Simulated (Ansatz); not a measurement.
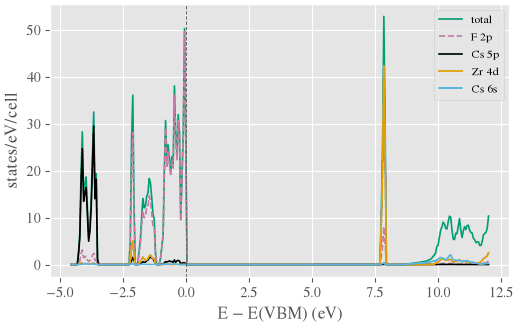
Fig. 1. Total and projected density of states of Cs2ZrF6 in space group P-3m1 (No. 164; Cs on 2d, Zr on 1a, F on 6i), plane-wave PAW r²SCAN (Ansatz code)

**Question.** Which orbitals carry the states next to the gap?

**Answer.** Top 1 eV of the valence band: F 2p 96 %. Bottom 1 eV of the conduction band: Zr 4d 80 %, F 2p 15 %. Projections are on Löwdin-orthogonalised atomic valence shells; empty p or d shells of many metals are not among them.

The first step of the workflow began from a Materials Project structure, measured or hypothetical; the Crystallography Open Database files this formula in space group No. 164, but the cells were not matched. Whether it is the stable phase at ambient conditions was not checked. The r²SCAN relaxation kept the symmetry of its start; whether a distortion lowers the energy is not shown. The run is not spin-polarised. Spin–orbit coupling is left out wherever it is not named.

Potentials: the later of the program's two PAW sets.
